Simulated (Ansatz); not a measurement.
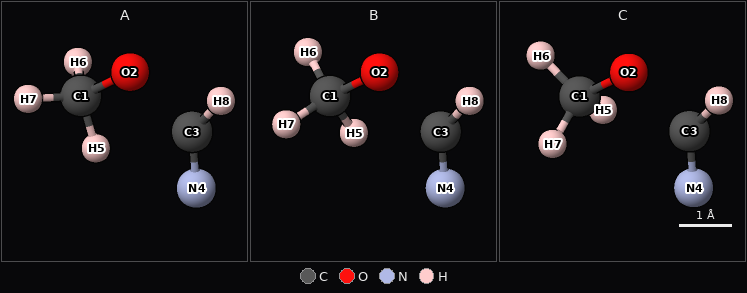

3 geometries from a converged minimum-energy path of C2H4NO (charge −1), shuffled. Style: ball-and-stick. Shown at a tilt.

Method: Ansatz, RKS B3LYP-D4/6-31G. Set-up: 7 movable images; climbing image; force threshold 0.05 eV/Å; iteration limit 60; starting path by image-dependent pair potential.

> Which of them lies highest in energy?

C. In order along the path, whose images run from 0 to 8: C (image 4, +1.76 kcal/mol), B (image 6, +0.95 kcal/mol), A (image 8, 0.00 kcal/mol). The motion is a rotation about the C1–O2 bond. No bond forms or breaks between the ends. Among the angles between lasting bonds that change up to the highest image: O2–C1–H7 109.0° → 112.9°, O2–C1–H6 112.3° → 108.7°.

Limits of the set-up: the basis has no diffuse functions, which an anion needs.
